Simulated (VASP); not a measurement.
Band structure of CdBr2 (space group P6_3mc). Computed with r2SCAN meta-GGA, VASP's PBE PAW potentials (set 64) (plane waves; VASP).

The path is coarsely sampled, so an indirect gap can come out somewhat too large.

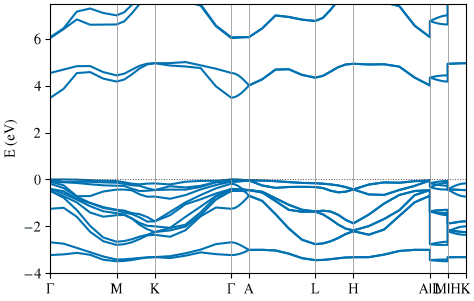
*Bands along high-symmetry lines, zero at the valence-band maximum or, without a gap, the Fermi level*

Problem. Read the plot: is there a gap, and where are the band edges?

Solution. The gap is indirect, 3.48 eV, from the valence maximum at Γ-M at 0.20 to the conduction minimum at Γ.

The structure comes from a computed database's CdBr2 entry (P6_3mc); how it stands against other phases isn't given here. It was relaxed first.
